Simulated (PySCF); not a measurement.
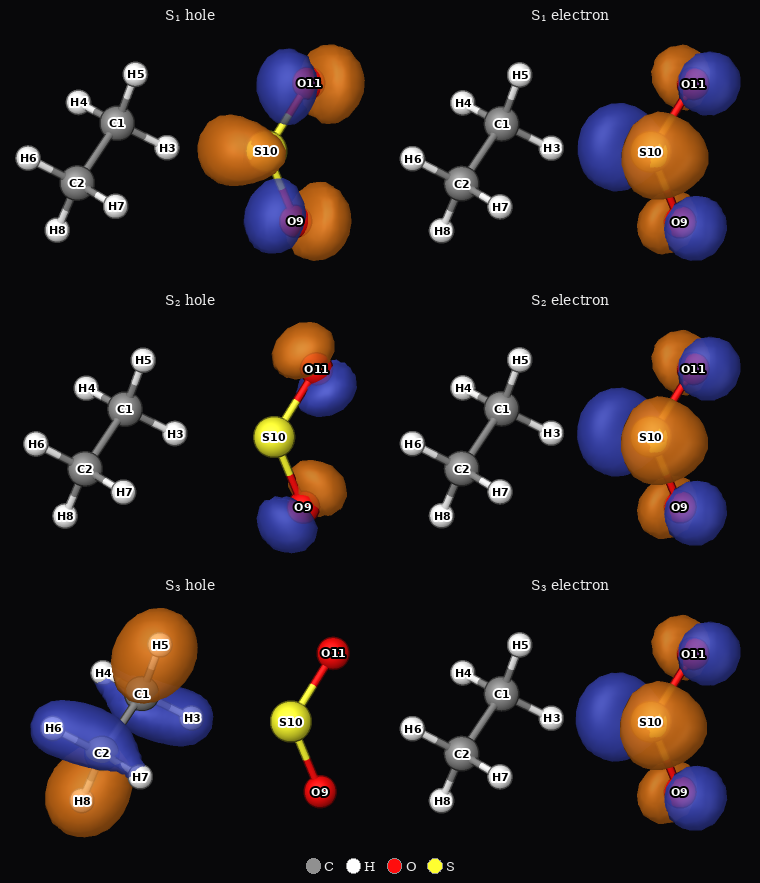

C$_{2}$H$_{6}$O$_{2}$S, SMILES `CC.O=S=O`. Leading natural transition orbitals (TDA singlet states).

Computed with PySCF, B3LYP/def2-SVP, geometry: GFN2-xTB. The pair's geometry is semi-empirical, so its contact may be too short or too long. GFN2-xTB bond lengths at metals and heavier atoms can be off by up to 0.1 Å and shapes distorted, which carries into these values. Without diffuse functions Rydberg states are missing, so the states' numbers hold for this basis only.

> Describe these excited states.

By state:
- S₁: 4.20 eV (295 nm), f = 0.015; the leading pair carries 100 %; hole on O9 and O11 (35 % each) and S10 (28 %), electron on S10 (49 %) and O9 and O11 (24 % each); their centroids lie 0.2 Å apart.
- S₂: 4.38 eV (283 nm), f = 0.000 (dark); the leading pair carries 100 %; hole on O9 and O11 (43 % each) and S10 (12 %), electron on S10 (49 %) and O9 and O11 (24 % each); their centroids lie 0.4 Å apart.
- S₃: 5.77 eV (215 nm), f = 0.001 (very weak), charge transfer, whose energy this functional puts too low; the leading pair carries 100 %; hole on C1 and C2 (24 % each), H5 and H8 (15 % each) and H3 and H6 (7 % each), electron on S10 (49 %) and O9 and O11 (23 % each); their centroids lie 3.2 Å apart; S₄ lies within 0.1 eV of it.
